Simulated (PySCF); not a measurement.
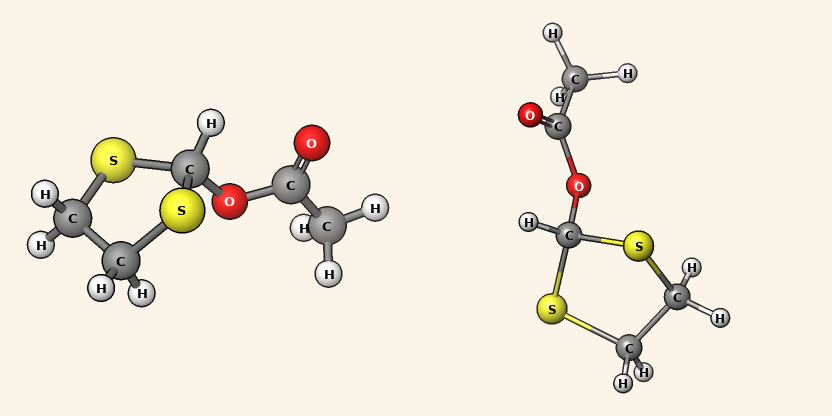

The same structure drawn twice, from different directions.

The geometry was computed by an optimisation with PBE0-D3(BJ)/def2-SVP. No frequency run is at hand to confirm it as a minimum.

Describe the molecule.

It has 17 atoms: 5 carbon, 8 hydrogen, 2 oxygen and 2 sulfur (C₅H₈O₂S₂). As SMILES it reads `CC(=O)OC1SCCS1`. Independent rings (smallest set): 1 of 5 members. Among its groups: ester, thioether. The point group is C1. Coordination: 4 C tetrahedral; 1 C trigonal planar; 1 O bent; 2 S bent.

More results for the same structure follow; atom numbers are the same in all pictures, views and colours differ.

**Shape**

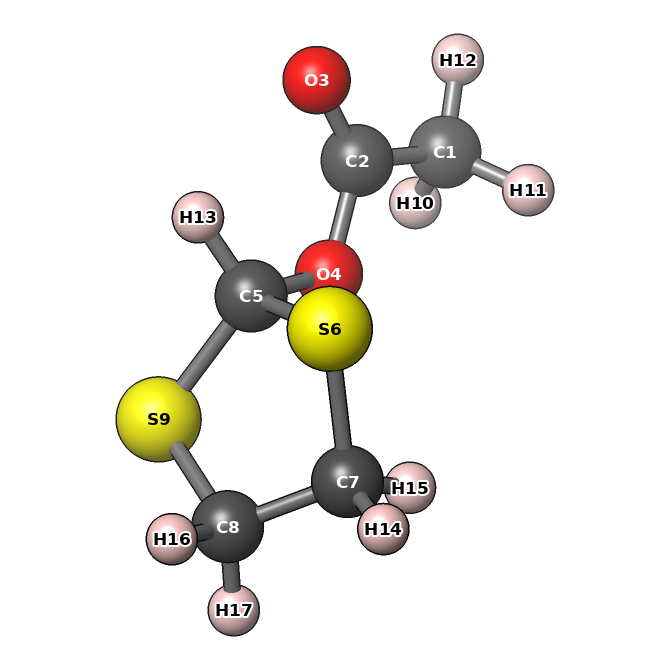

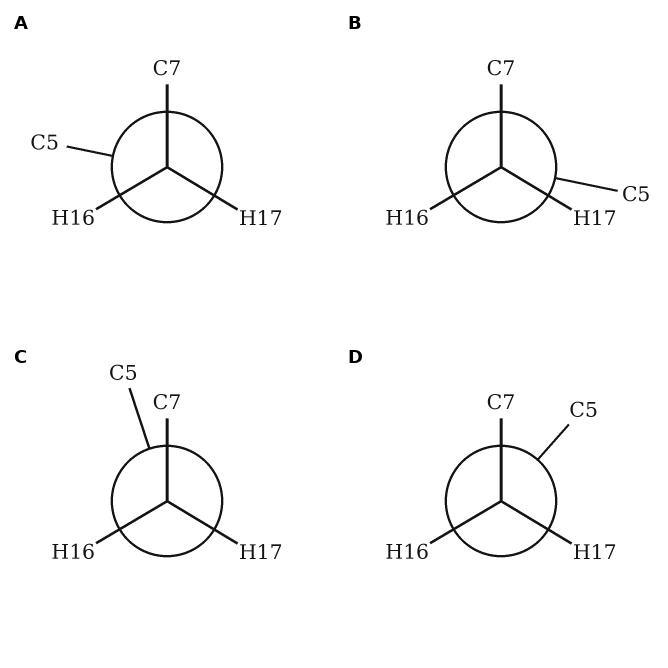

Atoms fade into the background with distance from the viewer. Bonds that would overlap in a projection are set slightly apart. No frequency run is at hand to confirm it as a minimum.

Which Newman projection shows the view along C8–S9, with C8 in front?

C. The torsion angle C7–C8–S9–C5 is −18°, synperiplanar.

**Levels of theory compared**

No frequency run is at hand to confirm it as a minimum. Program: PySCF 2.14.0.

At this fixed geometry, give dipole (D), HOMO–LUMO gap (eV), HOMO energy (eV) at these levels: CAM-B3LYP/def2-SVPD; CAM-B3LYP/def2-SVPD in benzene (IEF-PCM); CAM-B3LYP/def2-SVPD in methanol (IEF-PCM); PBE0/pcSseg-1 in benzene (IEF-PCM); PBE0/pcSseg-1 in methanol (IEF-PCM).

```csv
level,dipole (D),HOMO–LUMO gap (eV),HOMO energy (eV)
CAM-B3LYP/def2-SVPD,3.40,8.75,−8.10
CAM-B3LYP/def2-SVPD in benzene (IEF-PCM),3.94,8.80,−8.09
CAM-B3LYP/def2-SVPD in methanol (IEF-PCM),4.64,8.86,−8.13
PBE0/pcSseg-1 in benzene (IEF-PCM),3.83,6.60,−6.78
PBE0/pcSseg-1 in methanol (IEF-PCM),4.46,6.63,−6.83
```

**Bond orders**

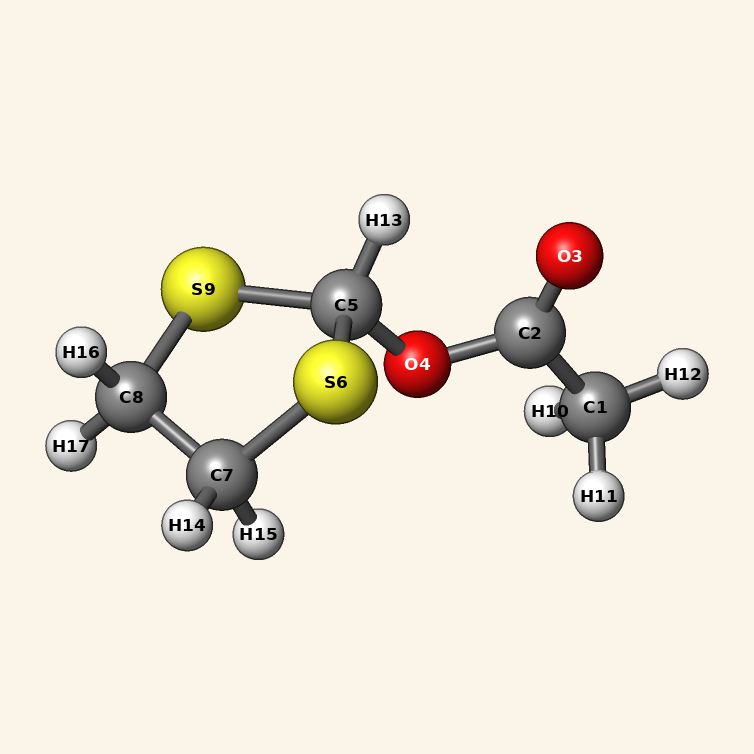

Every bond is drawn as one stick. No frequency run is at hand to confirm it as a minimum. Level of theory: PBE0/pcSseg-1 in benzene (IEF-PCM) (PySCF 2.14.0).

Which bond between heavy atoms has the highest Mayer bond order?

C2–O3, 1.95, at a length of 1.200 Å.

Which bond between heavy atoms has the lowest Mayer bond order?

O4–C5, 0.81, at 1.418 Å.

List the Mayer bond orders of C1–C2, C2–O3, C2–O4, O4–C5, C5–S6, C5–S9, S6–C7, C7–C8, C8–S9 (bonds between heavy atoms, one of each equivalent set).

```json
{"bond": "C1–C2", "Mayer order": "1.01", "length (Å)": "1.497"}
{"bond": "C2–O3", "Mayer order": "1.95", "length (Å)": "1.200"}
{"bond": "C2–O4", "Mayer order": "1.06", "length (Å)": "1.352"}
{"bond": "O4–C5", "Mayer order": "0.81", "length (Å)": "1.418"}
{"bond": "C5–S6", "Mayer order": "1.04", "length (Å)": "1.807"}
{"bond": "C5–S9", "Mayer order": "1.00", "length (Å)": "1.816"}
{"bond": "S6–C7", "Mayer order": "0.96", "length (Å)": "1.815"}
{"bond": "C7–C8", "Mayer order": "1.01", "length (Å)": "1.515"}
{"bond": "C8–S9", "Mayer order": "0.98", "length (Å)": "1.826"}
```

**Excitation**

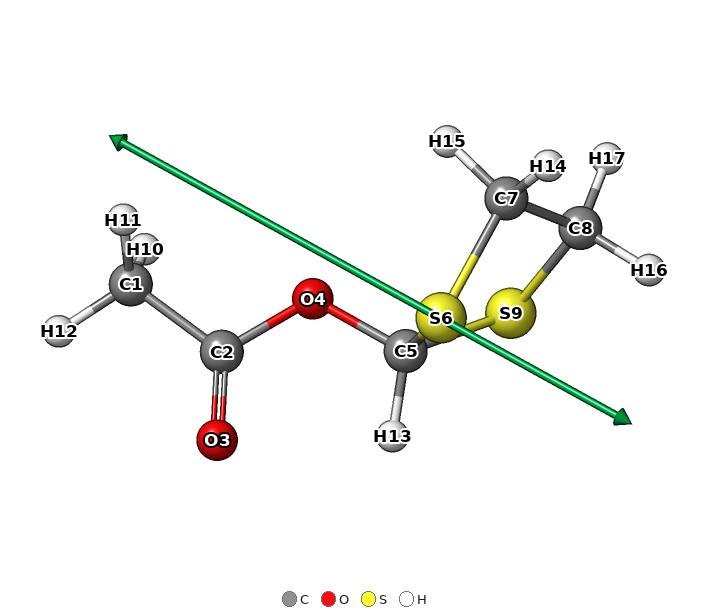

The double arrow shows the direction of the transition dipole to excited singlet state 5 (its length means nothing). No frequency run is at hand to confirm it as a minimum. Level of theory: TDDFT CAM-B3LYP/def2-SVPD, vertical, IEF-PCM methanol (non-equilibrium linear response), core orbitals frozen in the response (PySCF 2.14.0).

How is the transition polarised?

Nearly parallel to the O4–C5 bond.

Where does the transition lie, and how strong is it?

6.54 eV (190 nm), oscillator strength 0.043, mainly HOMO → LUMO+2 (weight 0.55); transition dipole 1.31 D.
